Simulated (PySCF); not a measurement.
# C4H8Al2Cl2: excited-state calculation

- system: C4H8Al2Cl2, SMILES CCC#[C][AlH-]1[Cl+][AlH2-][Cl+]1
- method: TDDFT CAM-B3LYP/def2-SVPD, vertical, gas phase, core orbitals frozen in the response (PySCF 2.14.0)

The geometry comes from this level: GFN2-xTB. It belongs to a series of runs on one base structure; here: constitutional isomer.

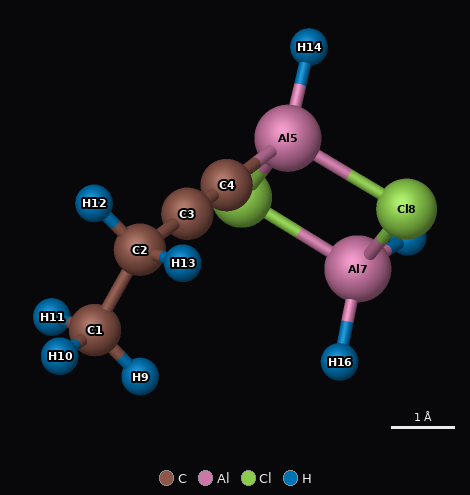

Figure 1. The input geometry (ball-and-stick view, seen at a tilt; atoms are numbered from 1 in the order of the input). Sticks mark near contacts.

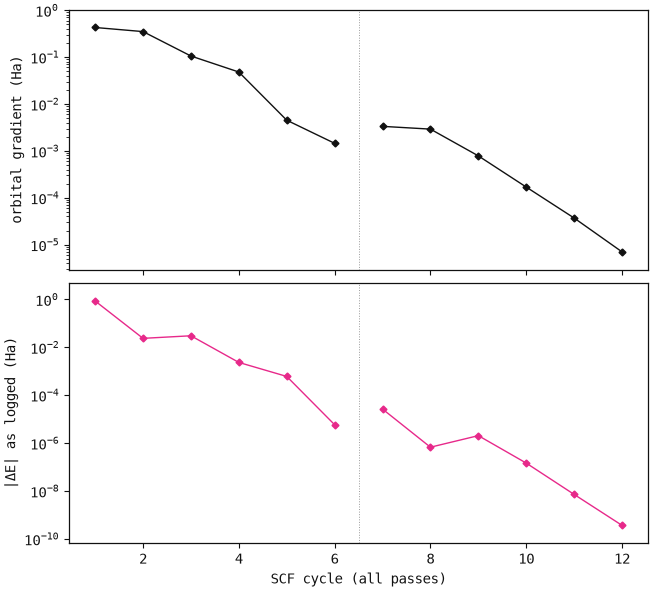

Figure 2. Convergence of the self-consistent field: orbital gradient and size of the energy change against the SCF cycle. The dotted line marks the change from a coarse to the final integration grid. The first 6 cycles use a coarse grid, the final grid takes over at cycle 7, and the field converges after 12 cycles in all.

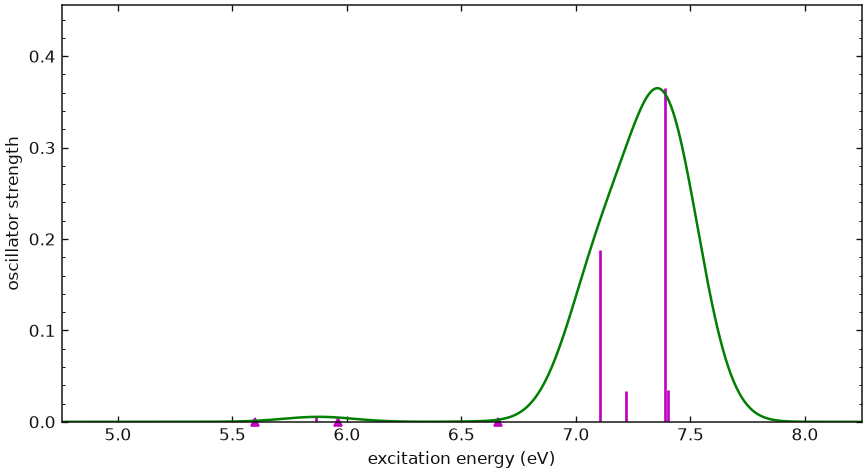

Figure 3. Computed excitations as sticks (degenerate states added up, dark ones marked on the axis), with a Gaussian envelope of 0.35 eV full width at half maximum, scaled to the tallest. Of the 8 states the lowest lies at 5.60 eV (f = 0.000); the strongest line is at 7.39 eV, or 168 nm (f = 0.365).

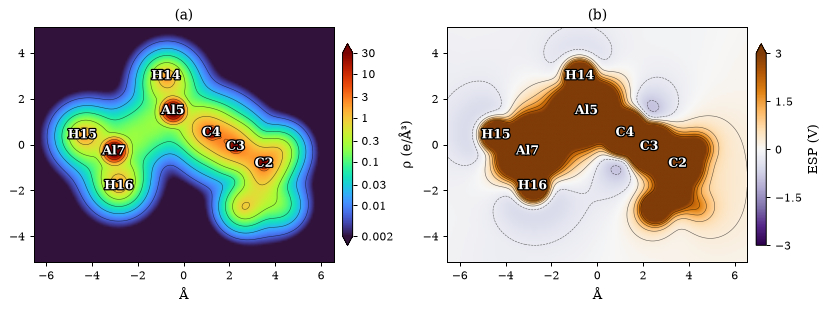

Figure 4. (a) total electron density; (b) electrostatic potential on the plane of atoms H15, Al7 and H16. The section cuts through C, Al and H sites. C–Al (1.93 Å): ρ is about 0.72 e/Å³ halfway. Al–H (1.54 Å): ρ at the midpoint is about 0.6 e/Å³.

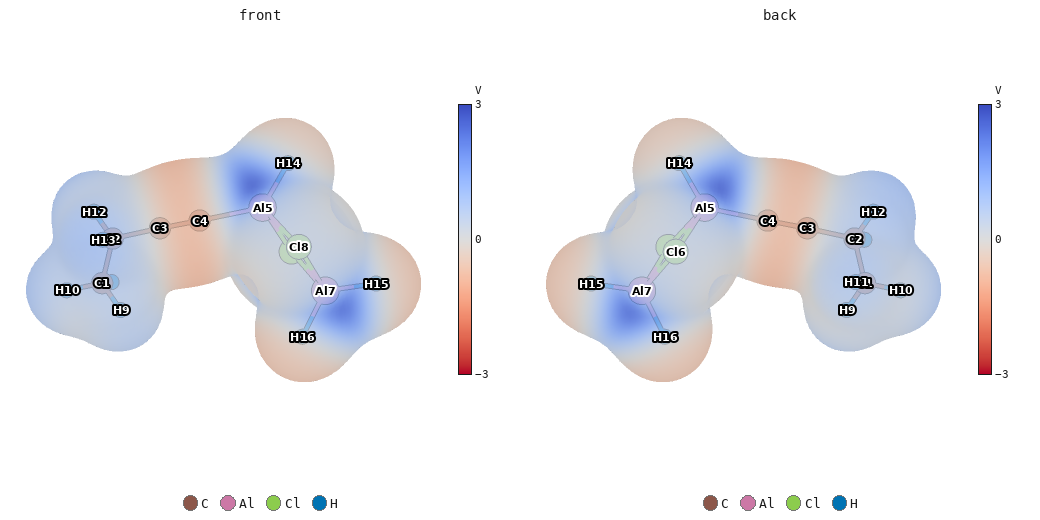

Figure 5. The electrostatic potential painted on the density surface at 0.002 e/bohr³, seen face on and from behind; red is negative and blue positive. A positive charge is drawn to the negative regions and a negative charge to the positive ones. Its dipole moment is 1.93 D.

These pictures come from the run below.

## Input
```
{"job": {"kind": "uv", "xc": "CAM-B3LYP", "basis": "def2-SVPD", "nstates": 8, "ntriplets": 3}, "charge": 0, "multiplicity": 1}
C     -3.039616     0.301088     0.562368
C     -2.553130     0.435370    -0.882171
C     -1.127602     0.191690    -0.978398
C      0.068901    -0.018319    -1.028261
Al     1.963156    -0.370454    -1.124572
Cl     2.585261    -1.375543     0.750848
Al     3.601341     0.438940     1.407851
Cl     3.055321     1.437073    -0.453211
H     -2.527753     1.016220     1.202441
H     -4.110282     0.486371     0.616723
H     -2.839355    -0.700095     0.937655
H     -3.077737    -0.282071    -1.521065
H     -2.766789     1.441564    -1.255888
H      2.832857    -0.988181    -2.231067
H      5.123904     0.192985     1.418450
H      2.803924     1.069791     2.566886
```

The first line tells a small driver script what to run in PySCF; the rest is the geometry in Å.

Command:
```bash
OMP_NUM_THREADS=1 python <driver script> task.json out
```

## The program's output
```
coarse grid: 15800 points
cycle   1  E = -1561.7530364455  dE =  8.537e-01  |g| = 4.272e-01  |ddm| = 8.987e+00
cycle   2  E = -1561.7765207911  dE = -2.348e-02  |g| = 3.493e-01  |ddm| = 4.495e+00
cycle   3  E = -1561.8065975146  dE = -3.008e-02  |g| = 1.053e-01  |ddm| = 1.470e+00
cycle   4  E = -1561.8089149794  dE = -2.317e-03  |g| = 4.801e-02  |ddm| = 2.826e-01
cycle   5  E = -1561.8095174358  dE = -6.025e-04  |g| = 4.511e-03  |ddm| = 2.162e-01
cycle   6  E = -1561.8095232244  dE = -5.789e-06  |g| = 1.450e-03  |ddm| = 2.116e-02
final grid: 135080 points
cycle   7  E = -1562.0050917008  dE = -2.611e-05  |g| = 3.335e-03  |ddm| = 8.946e-02
cycle   8  E = -1562.0050923680  dE = -6.671e-07  |g| = 2.913e-03  |ddm| = 1.363e-02
cycle   9  E = -1562.0050943967  dE = -2.029e-06  |g| = 7.832e-04  |ddm| = 6.435e-03
cycle  10  E = -1562.0050945415  dE = -1.447e-07  |g| = 1.695e-04  |ddm| = 1.430e-03
cycle  11  E = -1562.0050945486  dE = -7.111e-09  |g| = 3.706e-05  |ddm| = 5.688e-04
cycle  12  E = -1562.0050945490  dE = -3.624e-10  |g| = 7.035e-06  |ddm| = 9.653e-05
converged SCF energy = -1562.0050945490

Static polarisability (au): isotropic 121.875, principal 102.375 110.883 152.368

Singlet excitations
state   eV       nm        f      main configurations
  1   5.5984    221.5   0.00017   H->L 0.59, H->L+4 0.17
  2   5.8652    211.4   0.00593   H-1->L 0.41, H->L+1 0.24, H-1->L+4 0.11
  3   5.9603    208.0   0.00104   H-1->L+1 0.53, H-1->L+6 0.09
  4   6.6612    186.1   0.00068   H-2->L 0.82, H-2->L+4 0.11
  5   7.1037    174.5   0.18780   H->L+1 0.45, H->L+2 0.23, H-1->L 0.14
  6   7.2173    171.8   0.03346   H-1->L+2 0.54, H-1->L+1 0.18
  7   7.3911    167.7   0.36497   H-1->L 0.33, H->L+2 0.32
  8   7.4042    167.5   0.03523   H-3->L 0.67, H-2->L+4 0.09

Triplet excitations (Tamm-Dancoff, eV): 4.8040 5.1778 5.2190
```

## Key numbers

| quantity | value |
| --- | --- |
| outcome | converged |
| total energy | −1562.005095 hartree |
| HOMO | −9.03 eV |
| LUMO | 0.09 eV |
| dipole moment | 1.93 D |
| mean polarisability | 121.88 a.u. |
| lowest singlet excitation | 5.60 eV |
| hardware | 1 CPU thread, shared host |
| wall time | 2.4 min |
| peak memory | 1.2 GiB |
